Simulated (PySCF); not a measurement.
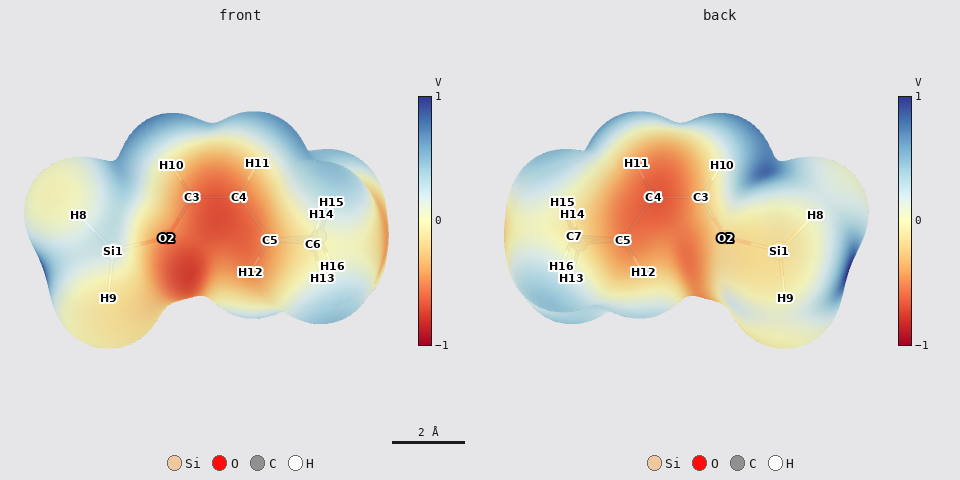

Figure. C5H9OSi (SMILES [SiH2]O/C=C\C1CC1) (doublet). The electrostatic potential painted on the density surface at 0.001 e/bohr³, seen from the front and from behind; red is negative and blue positive.

Geometry: GFN2-xTB.

Theory: PySCF, UKS B3LYP, pcH-1 on C H O Si, non-relativistic, mean-field spin-orbit, GIAO.

```xyz
16

Si    3.4173   -1.0039    0.1839
O     1.9331   -0.3757   -0.0426
C     1.2561    0.6898    0.4107
C    -0.0643    0.8192    0.2792
C    -0.9320   -0.1822   -0.3551
C    -2.1295    0.2674   -1.1516
C    -2.3275   -0.3978    0.1707
H     4.4224    0.0178    0.4508
H     3.5593   -1.7969   -1.0199
H     1.8523    1.4589    0.8899
H    -0.5348    1.7135    0.6576
H    -0.4002   -1.0535   -0.7146
H    -2.3771   -0.2794   -2.0485
H    -2.3188    1.3279   -1.2212
H    -2.6510    0.2095    1.0026
H    -2.7130   -1.4056    0.1911
```

Question: Describe the electrostatic potential map.

Answer: The most negative region (about −0.8 V, or −18 kcal/mol for a unit charge) lies over O2, the most positive (about +0.9 V, or +21 kcal/mol for a unit charge) over Si1.
